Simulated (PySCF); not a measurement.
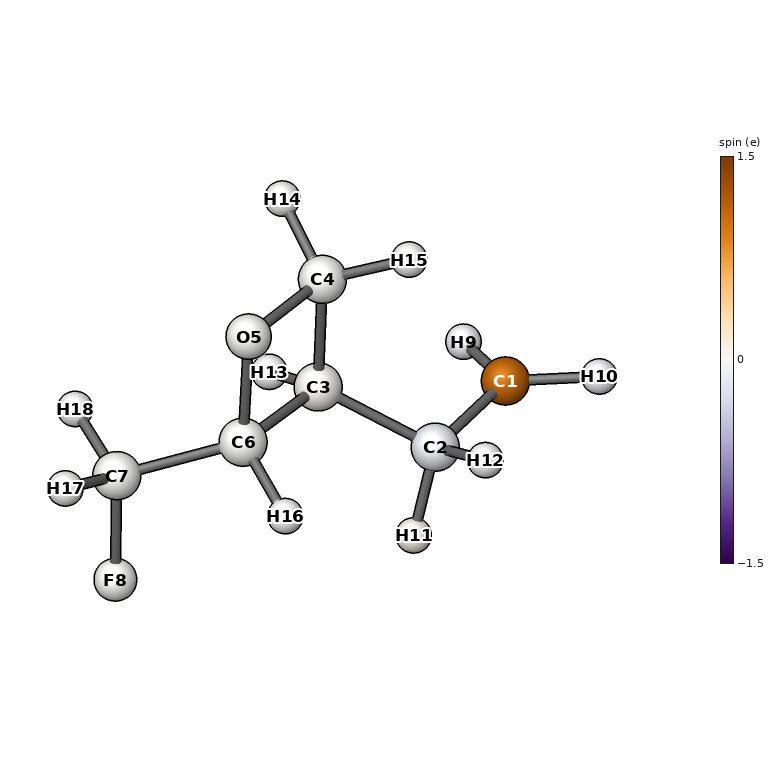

Atoms are coloured by their Mulliken spin populations. The species is neutral and a spin doublet. The computed structure is the end point of a GFN2-xTB optimisation. No frequency run is at hand to confirm it as a minimum. Level of theory: UKS B3LYP, pcH-1 on C F H O, non-relativistic (PySCF 2.14.0).

List the Mulliken spin populations.

| atom | value (e) |
| --- | --- |
| C1 | 1.08 |
| C2 | −0.09 |
| C3 | 0.02 |
| C4 | 0.00 |
| O5 | 0.00 |
| C6 | 0.00 |
| C7 | 0.00 |
| F8 | 0.00 |
| H9 | −0.05 |
| H10 | −0.05 |
| H11 | 0.06 |
| H12 | 0.01 |
| H13 | 0.00 |
| H14 | 0.00 |
| H15 | 0.00 |
| H16 | 0.00 |
| H17 | 0.00 |
| H18 | 0.00 |

Mulliken values depend strongly on the basis set.
